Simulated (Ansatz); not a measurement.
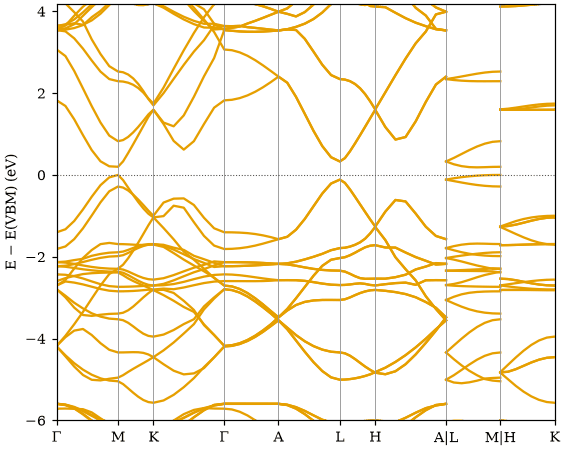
*Band structure from DFT-PBE+D3(BJ) in the program Ansatz with PAW potentials*

Read off the gap and where the band edges lie.

About 0.2 eV (0.19 eV by a search for the band edges); maximum at M, minimum on the L–M line, 56 % of the way from L.

Pick the material that matches.
A) MoSe2, P6_3/mmc (Mo on 2d, Se on 4f)
B) MoS2, P6_3/mmc (Mo on 2c, S on 4f)
C) MoS2, P6_3/mmc (Mo on 2b, S on 4f)
D) C, P6_3/mmc (C on 12j, C on 12j)

D, C, P6_3/mmc (C on 12j, C on 12j)

The start of the workflow was typed in or built on a structure type. Its sites differ from those of the usual phase in this space group: another stacking or structure type. Symmetry was held in the PBE+D3(BJ) relaxation; whether a distortion lowers the energy is not shown.

Potentials: the later of the program's two PAW sets.
